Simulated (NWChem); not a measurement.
# GeH3O (SMILES [O][GeH3]) at UPBE0/LANL2DZ (core potential)

What is the vertical ionisation energy of GeH3O at UPBE0/LANL2DZ (core potential)? 

Program for the calculation: NWChem 7.3.0.

**1. The structure to begin with**

The species is GeH3O (5 atoms), meant as a doublet with charge 0. SMILES: `[O][GeH3]`. The shape is that of a PBE0-D4/def2-TZVP optimisation.

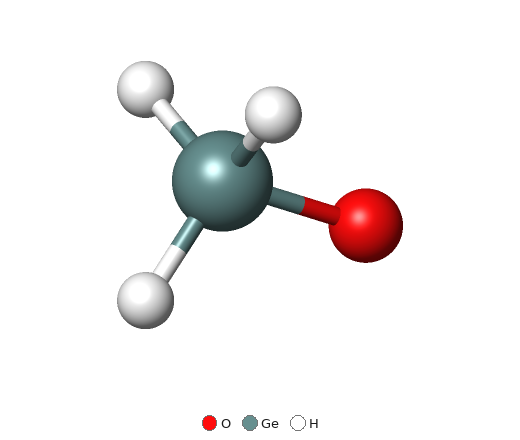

Viewed from a chosen angle; oxygen red, germanium teal, hydrogen white.

**2. The energy at UPBE0/LANL2DZ (core potential)**

The input, mymol.nw:

```
START mymol
TITLE "GeH3O"
memory 2200 mb

GEOMETRY noautosym nocenter noautoz
 O     -1.443900     0.418600     0.777300
 Ge     0.072300    -0.056300    -0.056900
 H     -0.162200    -0.091200    -1.574700
 H      0.548000    -1.418100     0.471500
 H      1.035700     1.073400     0.341400
END

BASIS spherical bse
 O library LANL2DZ
 Ge library LANL2DZ
 H library LANL2DZ
END

ECP bse
 Ge library LANL2DZ
END

DFT
 xc pbe0
 mult 2
 grid fine
 convergence energy 1e-08
 maxiter 100
 mulliken
 noprint "final vectors analysis"
END

TASK dft energy
```

Run with:

```bash
$ nwchem mymol.nw > mymol.out
```

Output, shortened:

```text
[...]
          Wavefunction type:  spin polarized.
          No. of atoms     :     5
          No. of electrons :    15
[...]
          Charge           :     0
          Spin multiplicity:     2
[...]
          AO basis - number of functions:    23
[...]
              XC Information
              --------------
                         PBE0 Method XC Functional
                     Hartree-Fock (Exact) Exchange  0.250
          PerdewBurkeErnzerhof Exchange Functional  0.750
            Perdew 1991 LDA Correlation Functional  1.000 local
           PerdewBurkeErnz. Correlation Functional  1.000 non-local
[...]
 d= 0,ls=0.0,diis     1    -80.4230859796 -9.93D+01  7.13D-02  1.69D-01     0.5
[...]
 d= 0,ls=0.0,diis    12    -80.6174000073 -7.67D-09  1.24D-06  1.38D-10     3.7
[...]
         Total DFT energy =      -80.617400007286
      One electron energy =     -148.386588446896
           Coulomb energy =       59.470026388615
    Exchange-Corr. energy =      -10.627164772363
 Nuclear repulsion energy =       18.926326823358
[...]
      Total Density - Mulliken Population Analysis
     ---------------------------------------------
    Atom       Charge   Shell Charges
 -----------   ------   -------------------------------------------------------
    1 O    8     8.45   2.00  0.97  0.99  3.21  1.28
    2 Ge   4     3.40   0.31  1.08  1.58  0.43
    3 H    1     1.06   0.48  0.58
    4 H    1     1.06   0.48  0.58
    5 H    1     1.03   0.47  0.56
[...]
      <S2> =      0.7533 (Exact =     0.7500)
[...]
```

It took 4.5 s on 1 thread of Intel Xeon Platinum 8488C (Sapphire Rapids), shared host; peak memory 0.11 GiB.

**3. The singlet cation at the same level**

The input, geh3o.nw:

```
start geh3o
memory stack 880 mb heap 220 mb global 1100 mb
charge 1
geometry units angstroms noautosym nocenter noautoz
  O     -1.443900     0.418600     0.777300
  Ge     0.072300    -0.056300    -0.056900
  H     -0.162200    -0.091200    -1.574700
  H      0.548000    -1.418100     0.471500
  H      1.035700     1.073400     0.341400
end
basis spherical bse
  * library LANL2DZ
end
ecp bse
  Ge library LANL2DZ
end
dft
  xc pbe0
  grid fine
  convergence energy 1e-08
  maxiter 100
  mulliken
  print low
end
task dft energy
```

Run with:

```bash
$ nwchem geh3o.nw > geh3o.out
```

Output, shortened:

```text
[...]
 d= 0,ls=0.0,diis     1    -79.0252343718 -9.80D+01  4.04D-01  5.88D+00     0.4
[...]
 d= 0,ls=0.5,diis    34    -80.1463645931 -8.33D-09  8.68D-06  2.52D-08     6.3
         Total DFT energy =      -80.146364599865
      One electron energy =     -143.726080065461
           Coulomb energy =       54.854901810642
    Exchange-Corr. energy =      -10.201513168404
 Nuclear repulsion energy =       18.926326823358
[...]
      Total Density - Mulliken Population Analysis
     ---------------------------------------------
    Atom       Charge   Shell Charges
 -----------   ------   -------------------------------------------------------
    1 O    8     8.08   2.00  1.03  0.95  3.07  1.03
    2 Ge   4     3.37   0.32  1.15  1.62  0.28
    3 H    1     0.88   0.45  0.43
    4 H    1     0.88   0.45  0.43
    5 H    1     0.78   0.41  0.37
[...]
```

It took 7.2 s on 1 thread of Intel Xeon Platinum 8488C (Sapphire Rapids), shared host; peak memory 0.11 GiB.

**4. Results**

At UPBE0/LANL2DZ (core potential):

| quantity | value |
| --- | --- |
| doublet GeH3O: total energy | -80.61740 Eh |
| doublet GeH3O: dipole moment | 2.66 D |
| doublet GeH3O: ⟨S²⟩ | 0.753 |
| singlet cation: total energy | -80.14636 Eh |
| vertical ionisation energy (to the singlet cation) | 12.818 eV |

What this shows: The vertical ionisation energy comes to 12.82 eV (1237 kJ/mol). Only the singlet of the ionised species was computed; a triplet could lie lower. Mulliken charges (singlet cation) run from -0.08 on O1 to +0.63 on Ge2.
